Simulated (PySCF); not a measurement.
SMILES C#C[SiH2][SiH2][Si](F)(F)F at its GFN2-xTB optimised geometry (Å):

```
13

C      2.0388     2.1935     1.4055
C      2.0107     1.0080     1.6066
Si     1.9511    -0.8204     1.8815
Si     1.0161    -1.8290     0.0000
Si    -1.2619    -1.8290     0.0000
F     -1.9050    -2.4895     1.3019
F     -2.0665    -2.5657    -1.1602
F     -1.9412    -0.3878     0.0000
H      2.0665     3.2324     1.2386
H      3.3366    -1.2497     2.1210
H      1.1776    -1.0349     3.1131
H      1.4532    -3.2324    -0.1233
H      1.4619    -1.1932    -1.2520
```

Level of theory: PySCF with CAM-B3LYP/def2-TZVP. Cells within 0.4 Å of a nucleus heavier than hydrogen are left out (blank, or x).

Map of the HOMO−1 amplitude (bohr^(-3/2)) on the plane z = 1.2 Å; orbital energy -9.94 eV, overall sign arbitrary:

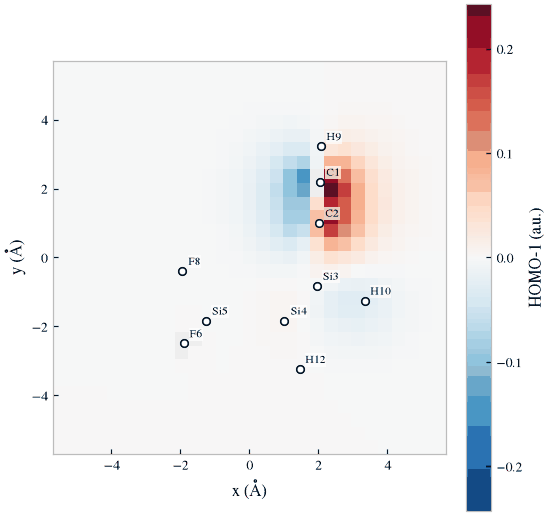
Figure: HOMO−1 amplitude (bohr^(-3/2)) on the plane z = 1.2 Å.
